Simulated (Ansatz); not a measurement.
CuPS

Input

```
crystal:
  periodic: [false, false, false]
  atoms:
    - symbol: Cu
      position_ang: [-0.342418, 1.246080, 0.879215]
    - symbol: P
      position_ang: [0.824055, 0.438581, -0.778701]
    - symbol: S
      position_ang: [-0.266456, -0.923602, -1.674914]
basis:
  gaussian: {orbitals: def2-TZVPD}
hamiltonian: {xc: {name: PBE0}}
output: {forces: true, orbitals: {seedname: orbitals}}
```

Run with:

```sh
ansatz run input.yaml --threads 1 --pin off --max-ram 2610MiB --events-out events.jsonl --progress --plain --runs-dir runs
```

Geometry: PBE-D3(BJ)/def2-SVP.

Theory: isolated molecule in a Gaussian basis; Kohn-Sham density functional theory, functional PBE0 in Ansatz 0.2.0.

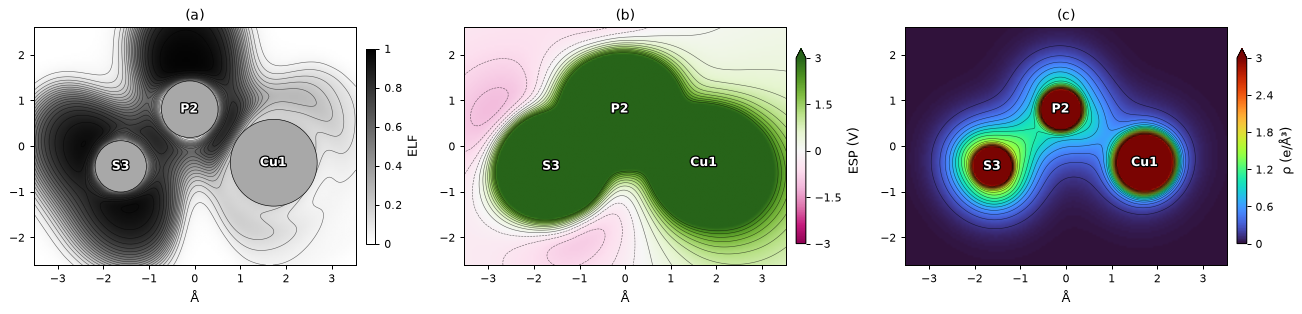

Figure 1. (a) ELF; (b) molecular electrostatic potential; (c) total electron density on the molecular plane. Grey discs cover the atomic cores in the ELF map.

**What do the fields say about this system?**

- The section cuts through Cu, P and S sites.
- P–S (1.96 Å): ρ at the midpoint is about 1.1 e/Å³; the ELF peaks at about 0.85 between the atoms: a covalent bond.
- Cu–P (2.18 Å): ρ is about 0.64 e/Å³ halfway; the ELF peaks at about 0.85 between the atoms.
- The ELF also peaks beside S3, away from the bonds: lone-pair regions.
- Outside the dense part of the molecule the potential is most negative (−1.1 V) near S3.

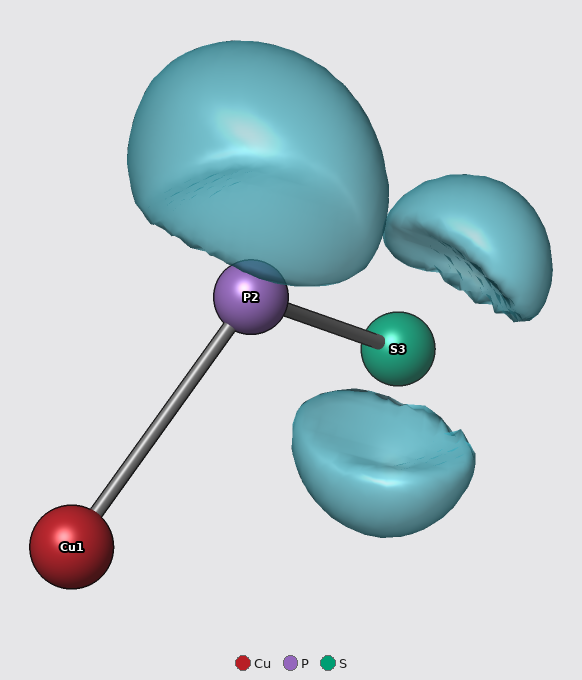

Figure 2. Isosurface of the electron localisation function at 0.9 (cyan), seen at an oblique angle. Core shells and regions of very low density are left out.

**What do the ELF domains correspond to?**

At this value the surface marks out one lobe on P, pointing away from the bonds (lone pairs) and two lobes on S, pointing away from the bonds (lone pairs, which may merge into one lobe).

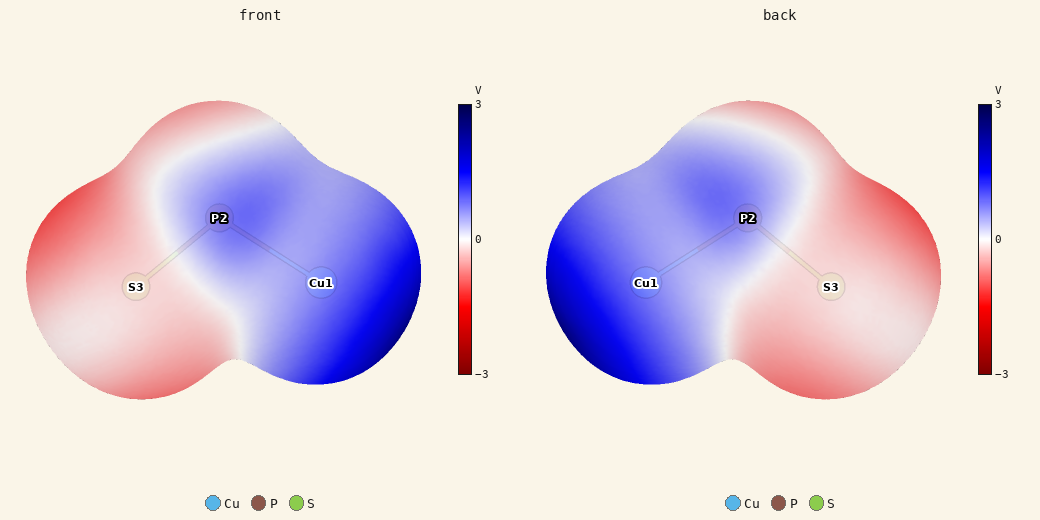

Figure 3. The molecular electrostatic potential painted on the density surface at 0.002 e/bohr³, seen from the front and from behind; the colour scale runs from red (negative) to blue (positive).

**Where is the surface potential most negative and most positive?**

The most negative region (about −1.0 V) lies over S3, the most positive (about +2.5 V) over Cu1.

**How polar is the molecule by this calculation?**

Its dipole moment is 3.32 D.
